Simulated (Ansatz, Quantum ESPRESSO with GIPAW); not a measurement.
# Solid-state NMR of SiO2 (Quartz) by GIPAW

The task is to compute the NMR parameters of SiO2 (Quartz) site by site.

Method: DFT, PBE, plane-wave PAW (pslibrary 1.0.0 recipes), scalar-relativistic, GIPAW; a patched development version of the program, in Quantum ESPRESSO with GIPAW 8.0dev (patched build).

## (1) The starting structure

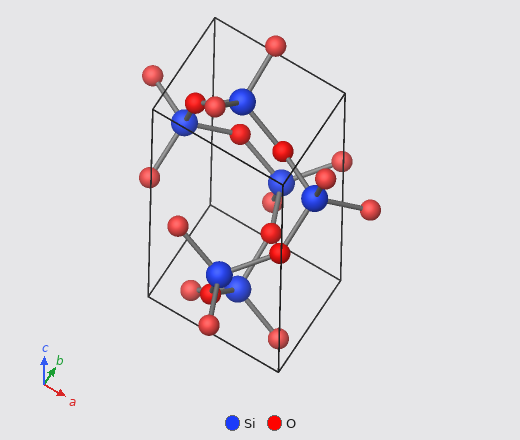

The cell as given, slightly off an axis (silicon blue, oxygen red). Some periodic images of atoms are drawn too.

The cell is an entry of the Crystallography Open Database.

This structure had its atoms relaxed beforehand (DFT, PBE, plane-wave PAW, default files (PAW set soft_2), scalar-relativistic, Ansatz), starting from the database entry, since shieldings follow bond lengths closely.

## (2) The SCF step

The shielding is a linear response of the occupied states, which this run provides. It is converged far beyond what an energy needs, since the response uses the wavefunctions themselves. No empty states are asked for: the response is solved without them. The mesh has a spacing of 0.50 Å⁻¹ at most. The PAW files were made with ld1.x from the pslibrary 1.0.0 recipes, with GIPAW reconstruction switched on.

File scf.in:

```
&control
  calculation = 'scf'
  prefix = 'x'
  outdir = './tmp/'
  pseudo_dir = './'
/
&system
  ibrav = 0
  nat = 9
  ntyp = 2
  ecutwfc = 55
  ecutrho = 330
  nbnd = 24
/
&electrons
  conv_thr = 1.0d-10
  mixing_beta = 0.7
  electron_maxstep = 100
/
ATOMIC_SPECIES
  Si 28.085 Si.pbe-n-kjpaw_psl.1.0.0-gipaw.UPF
  O 15.999 O.pbe-n-kjpaw_psl.1.0.0-gipaw.UPF
CELL_PARAMETERS angstrom
  4.91580000 0.00000000 0.00000000
  -2.45790000 4.25720768 0.00000000
  0.00000000 0.00000000 5.40910000
ATOMIC_POSITIONS crystal
  Si 0.46579932 0.46579932 0.00000000
  Si 0.00000000 0.53420068 0.66666667
  Si 0.53420068 -0.00000000 0.33333333
  O 0.86414484 0.27424362 0.44611848
  O 0.72575638 0.58990122 0.77945182
  O 0.41009878 0.13585516 0.11278515
  O 0.27424362 0.86414484 0.55388152
  O 0.58990122 0.72575638 0.22054818
  O 0.13585516 0.41009878 0.88721485
K_POINTS automatic
  3 3 3 0 0 0
```

The run is started by

```bash
> mpirun -np 8 pw.x -nk 8 -in scf.in > scf.out
```

Log:

```text
using ibrav=0 with symmetry is DISCOURAGED, use correct ibrav instead

     suboptimal parallelization: some nodes have no k-points

     bravais-lattice index     =            0
     lattice parameter (alat)  =       9.2895  a.u.
     unit-cell volume          =     763.9073 (a.u.)^3
     number of atoms/cell      =            9
     number of atomic types    =            2
     number of electrons       =        48.00
     number of Kohn-Sham states=           24
     kinetic-energy cutoff     =      55.0000  Ry
     charge density cutoff     =     330.0000  Ry
     scf convergence threshold =      1.0E-10
     mixing beta               =       0.7000
     number of iterations used =            8  plain     mixing
     Exchange-correlation= SLA-PW-PBX-PBC
                           (   1   4   3   4   0   0   0)
[...]
Si                4.00    28.08500     Si( 1.00)
     O                 6.00    15.99900     O ( 1.00)

      6 Sym. Ops. (no inversion) found ( 4 have fractional translation)
[...]
number of k points=     7
[...]
Dense  grid:    77219 G-vectors     FFT dimensions: (  54,  54,  60)

     Smooth grid:    41989 G-vectors     FFT dimensions: (  45,  45,  54)

     Check: negative core charge=   -0.000003

     Initial potential from superposition of free atoms

     starting charge      47.9983, renormalised to      48.0000
     Starting wfcs are   36 randomized atomic wfcs

     Self-consistent Calculation

     iteration #  1     ecut=    55.00 Ry     beta= 0.70
     Davidson diagonalization with overlap
     ethr =  1.00E-02,  avg # of iterations =  2.0

     total energy              =    -389.06301677 Ry
     estimated scf accuracy    <       2.89308761 Ry

     iteration #  2     ecut=    55.00 Ry     beta= 0.70
     Davidson diagonalization with overlap
     ethr =  6.03E-03,  avg # of iterations =  6.1

     total energy              =    -390.90177900 Ry
     estimated scf accuracy    <       0.98125450 Ry

     iteration #  3     ecut=    55.00 Ry     beta= 0.70
     Davidson diagonalization with overlap
     ethr =  2.04E-03,  avg # of iterations =  3.3

     total energy              =    -390.88589732 Ry
     estimated scf accuracy    <       0.31181230 Ry

[...]
c_bands: 4 eigenvalues not converged on the other pools
[...]
total energy              =    -391.13748014 Ry
[...]
iteration # 28     ecut=    55.00 Ry     beta= 0.70
     Davidson diagonalization with overlap
     ethr =  2.16E-12,  avg # of iterations =  6.4

     total energy              =    -391.13748014 Ry
     estimated scf accuracy    <          6.1E-10 Ry

     iteration # 29     ecut=    55.00 Ry     beta= 0.70
     Davidson diagonalization with overlap
     ethr =  1.27E-12,  avg # of iterations =  2.0

     End of self-consistent calculation
     [one-electron energies left out]

!    total energy              =    -391.13748014 Ry
     total all-electron energy =     -2644.256398 Ry
     estimated scf accuracy    <          6.8E-11 Ry

     The total energy is the sum of the following terms:
     one-electron contribution =     -98.35239894 Ry
     hartree contribution      =      76.64964078 Ry
     xc contribution           =     -64.47834683 Ry
     ewald contribution        =    -140.81953124 Ry
     one-center paw contrib.   =    -164.13684391 Ry

     convergence has been achieved in  29 iterations
[...]
JOB DONE.
```

The job ended after 22 s (8 MPI ranks of Arm Neoverse V2, shared host; peak memory 1.2 GiB).

It converged in 29 cycles to an estimated accuracy of 7e-11 Ry, on 7 irreducible k-points.

## (3) GIPAW: job nmr

The job finds the current that a weak uniform field induces (applied as a long wave, q_gipaw) and the field that this current makes at each nucleus. On atoms with p or d valence electrons much of the paramagnetic part arises close to the nucleus, where the PAW partial waves rebuild the true states. pawproj makes the reconstruction use the PAW data sets' own projectors.

File nmr.in:

```
&inputgipaw
  job = 'nmr'
  prefix = 'x'
  tmp_dir = './tmp/'
  restart_mode = 'from_scratch'
  verbosity = 'low'
  q_gipaw = 0.01
  spline_ps = .true.
  conv_threshold = 1.0d-14
  use_nmr_macroscopic_shape = .false.
  pawproj(1) = .true.
  pawproj(2) = .true.
/
```

The run is started by

```bash
> mpirun -np 8 gipaw.x -in nmr.in > nmr.out
```

Log:

```text
[banner, memory and clock lines left out]
[a note of our patched build left out]

     Parallelizing q-star over 1 images

     IMPORTANT: XC functional enforced from input :
     Exchange-correlation= PBE
                           (   1   4   3   4   0   0   0)
     Any further DFT definition will be discarded
     Please, verify this is what you really want

     Check: negative core charge=   -0.000003
[...]
WARNING: some symmetry operations do not permute x, y and z, so the susceptibility and the shape term are
     wrong: all shieldings move alike (in wurtzite BN nosym gave 13 and 6 ppm more at 3 and 6 points an axis).
     Run pw.x with nosym, and raise the mesh until the susceptibility stays

     alpha_pv=     38.6428 eV

     spline_ps is .false., expect some extrapolation errors

     q-space interpolation up to    66.00 Rydberg

     GIPAW job: nmr
     NMR macroscopic correction: no
[...]
Computing the magnetic susceptibility     isolve=0    ethr=  0.1000E-13
     Starting from scratch
     k-point #    1 of     7      pool #  1    cpu time:       0.6
[...]
End of magnetic susceptibility calculation

     f-sum rule (1st term):
           -45.2444          0.0000          0.0000
            -0.0000        -45.2444         -0.0000
             0.0000          0.0000        -45.2409

     f-sum rule (2nd term):
            -1.0380          0.0000          0.0000
             0.0000         -1.0380         -0.0000
             0.0000          0.0000         -1.0361

     f-sum rule (should be   -46.2736):
           -46.2823          0.0000          0.0000
            -0.0000        -46.2823         -0.0000
             0.0000          0.0000        -46.2770

[... susceptibilities left out ...]
     Contributions to the NMR chemical shifts: -------------------------------

     Macroscopic shape contribution in ppm:                    0.00
             0.0000          0.0000          0.0000
             0.0000          0.0000          0.0000
             0.0000          0.0000          0.0000

     Core contribution in ppm:

     Atom  1  Si  pos: (  0.232900  0.403394  0.000000)  core sigma:         837.79
     Atom  2  Si  pos: ( -0.267100  0.462631  0.733567)  core sigma:         837.79
     Atom  3  Si  pos: (  0.534201  0.000000  0.366783)  core sigma:         837.79
     Atom  4  O   pos: (  0.727023  0.237502  0.490886)  core sigma:         271.07
     Atom  5  O   pos: (  0.430806  0.510869  0.857670)  core sigma:         271.07
     Atom  6  O   pos: (  0.342171  0.117654  0.124103)  core sigma:         271.07
     Atom  7  O   pos: ( -0.157829  0.748371  0.609463)  core sigma:         271.07
     Atom  8  O   pos: (  0.227023  0.628523  0.242680)  core sigma:         271.07
     Atom  9  O   pos: ( -0.069194  0.355156  0.976247)  core sigma:         271.07

     Bare contribution in ppm:

     Atom  1  Si  pos: (  0.232900  0.403394  0.000000)  bare sigma:         -27.14
[...]
Atom  2  Si  pos: ( -0.267100  0.462631  0.733567)  bare sigma:         -27.14
[...]
Atom  3  Si  pos: (  0.534201  0.000000  0.366783)  bare sigma:         -27.14
[...]
Atom  4  O   pos: (  0.727023  0.237502  0.490886)  bare sigma:          58.19
[...]
Atom  5  O   pos: (  0.430806  0.510869  0.857670)  bare sigma:          58.19
[...]
Atom  6  O   pos: (  0.342171  0.117654  0.124103)  bare sigma:          58.19
[...]
Atom  7  O   pos: ( -0.157829  0.748371  0.609463)  bare sigma:          58.19
[...]
Atom  8  O   pos: (  0.227023  0.628523  0.242680)  bare sigma:          58.19
[...]
Atom  9  O   pos: ( -0.069194  0.355156  0.976247)  bare sigma:          58.19
[...]
Diamagnetic contribution in ppm:

     Atom  1  Si  pos: (  0.232900  0.403394  0.000000)  dia sigma:           1.93
[...]
Atom  2  Si  pos: ( -0.267100  0.462631  0.733567)  dia sigma:           1.93
[...]
Atom  3  Si  pos: (  0.534201  0.000000  0.366783)  dia sigma:           1.93
[...]
Atom  4  O   pos: (  0.727023  0.237502  0.490886)  dia sigma:          18.27
[...]
Atom  5  O   pos: (  0.430806  0.510869  0.857670)  dia sigma:          18.27
[...]
Atom  6  O   pos: (  0.342171  0.117654  0.124103)  dia sigma:          18.27
[...]
Atom  7  O   pos: ( -0.157829  0.748371  0.609463)  dia sigma:          18.27
[...]
Atom  8  O   pos: (  0.227023  0.628523  0.242680)  dia sigma:          18.27
[...]
Atom  9  O   pos: ( -0.069194  0.355156  0.976247)  dia sigma:          18.27
[...]
Paramagnetic contribution in ppm:

     Atom  1  Si  pos: (  0.232900  0.403394  0.000000)  para sigma:        -381.88
[...]
Atom  2  Si  pos: ( -0.267100  0.462631  0.733567)  para sigma:        -381.88
[...]
Atom  3  Si  pos: (  0.534201  0.000000  0.366783)  para sigma:        -381.88
[...]
Atom  4  O   pos: (  0.727023  0.237502  0.490886)  para sigma:          62.02
[...]
Atom  5  O   pos: (  0.430806  0.510869  0.857670)  para sigma:          62.02
[...]
Atom  6  O   pos: (  0.342171  0.117654  0.124103)  para sigma:          62.02
[...]
Atom  7  O   pos: ( -0.157829  0.748371  0.609463)  para sigma:          62.02
[...]
Atom  8  O   pos: (  0.227023  0.628523  0.242680)  para sigma:          62.02
[...]
Atom  9  O   pos: ( -0.069194  0.355156  0.976247)  para sigma:          62.02
[...]
Paramagnetic US occ-occ contribution in ppm:

     Atom  1  Si  pos: (  0.232900  0.403394  0.000000)  para_oo sigma:          -3.40
[...]
Atom  2  Si  pos: ( -0.267100  0.462631  0.733567)  para_oo sigma:          -3.40
[...]
Atom  3  Si  pos: (  0.534201  0.000000  0.366783)  para_oo sigma:          -3.40
[...]
Atom  4  O   pos: (  0.727023  0.237502  0.490886)  para_oo sigma:          -2.10
[...]
Atom  5  O   pos: (  0.430806  0.510869  0.857670)  para_oo sigma:          -2.10
[...]
Atom  6  O   pos: (  0.342171  0.117654  0.124103)  para_oo sigma:          -2.10
[...]
Atom  7  O   pos: ( -0.157829  0.748371  0.609463)  para_oo sigma:          -2.10
[...]
Atom  8  O   pos: (  0.227023  0.628523  0.242680)  para_oo sigma:          -2.10
[...]
Atom  9  O   pos: ( -0.069194  0.355156  0.976247)  para_oo sigma:          -2.10
[...]
Paramagnetic US L_R Q_R contribution in ppm:

     Atom  1  Si  pos: (  0.232900  0.403394  0.000000)  para_lq sigma:           1.12
[...]
Atom  2  Si  pos: ( -0.267100  0.462631  0.733567)  para_lq sigma:           1.12
[...]
Atom  3  Si  pos: (  0.534201  0.000000  0.366783)  para_lq sigma:           1.12
[...]
Atom  4  O   pos: (  0.727023  0.237502  0.490886)  para_lq sigma:        -202.61
[...]
Atom  5  O   pos: (  0.430806  0.510869  0.857670)  para_lq sigma:        -202.61
[...]
Atom  6  O   pos: (  0.342171  0.117654  0.124103)  para_lq sigma:        -202.61
[...]
Atom  7  O   pos: ( -0.157829  0.748371  0.609463)  para_lq sigma:        -202.61
[...]
Atom  8  O   pos: (  0.227023  0.628523  0.242680)  para_lq sigma:        -202.61
[...]
Atom  9  O   pos: ( -0.069194  0.355156  0.976247)  para_lq sigma:        -202.61
[...]
Total NMR chemical shifts in ppm: ---------------------------------------
     (adopting the Simpson convention for anisotropy and asymmetry)-----------

     Atom  1  Si  pos: (  0.232900  0.403394  0.000000)  Total sigma:         428.43
           429.8740         -0.2854         -7.8923
            -0.2854        429.5444          4.5566
            12.8892         -7.4416        425.8647

     Si      1    anisotropy:     -6.06    eta:    0.5284
[...]
Atom  2  Si  pos: ( -0.267100  0.462631  0.733567)  Total sigma:         428.43
[... its tensor is left out ...]
     Atom  3  Si  pos: (  0.534201  0.000000  0.366783)  Total sigma:         428.43
[... its tensor is left out ...]
     Atom  4  O   pos: (  0.727023  0.237502  0.490886)  Total sigma:         204.83
           190.1864         19.8092         13.0650
            21.1392        217.8701         31.1202
            11.9286         31.6279        206.4469

     O       4    anisotropy:     72.29    eta:    0.1382
[...]
Atom  5  O   pos: (  0.430806  0.510869  0.857670)  Total sigma:         204.83
[... its tensor is left out ...]
     Atom  6  O   pos: (  0.342171  0.117654  0.124103)  Total sigma:         204.83
[... its tensor is left out ...]
     Atom  7  O   pos: ( -0.157829  0.748371  0.609463)  Total sigma:         204.83
[... its tensor is left out ...]
     Atom  8  O   pos: (  0.227023  0.628523  0.242680)  Total sigma:         204.83
[... its tensor is left out ...]
     Atom  9  O   pos: ( -0.069194  0.355156  0.976247)  Total sigma:         204.83
[... its tensor is left out ...]
```

Wall time 96 s (8 MPI ranks); peak memory 0.66 GiB; 13 min of CPU time.

The f-sum rule is met to 0.0087 of 46.3 (0.02 %). Converged shieldings require that this miss be small, but a small miss does not prove them. gipaw.x warns that with these symmetry operations the susceptibility and the shape term are unreliable; the other terms are not touched.

From the symmetric part of each tensor, with principal values σ11 ≤ σ22 ≤ σ33: σ_iso is their mean, the span is σ33 − σ11 and the skew 3(σ_iso − σ22)/span. (gipaw.x prints an anisotropy in another convention.)

| site | atom no. | atoms in cell | σ_iso (ppm) | span (ppm) | skew |
| --- | --- | --- | --- | --- | --- |
| Si | 1 | 3 | 428.4 | 7.1 | -0.40 |
| O | 4 | 6 | 204.8 | 75.6 | 0.82 |

The macroscopic shape term is switched off. For a spherical sample the valence susceptibility of this run would add about 8 ppm to every site, a rough estimate, since the susceptibility converges slowly and lacks part of the PAW terms, above all in hexagonal and trigonal cells. Differences within the crystal don't depend on it, but shieldings of different compounds can't be compared to better than a few ppm without it.

In this run the largest span is that of O (site symmetry 1), with principal values 177.4, 184.1 and 253.0 ppm.

(Part 1 of 2 ends here.)

[Banner, clock, file and message-heading lines were taken out of the pw.x and gipaw.x logs.]

[Logs are printed without paths, hosts, clocks, repeated set-up lines and the standing remarks that a program may print on its own settings, such as how far it seeks lower states.]

[Hosts, paths, dates, database ids (printed as entryN), source tags and the programs' standing remarks are cut or masked in the printed files.]

[Where no reference line passes its bar on scatter, no shift is given, so a measured shift of this compound may stand uncompared.]
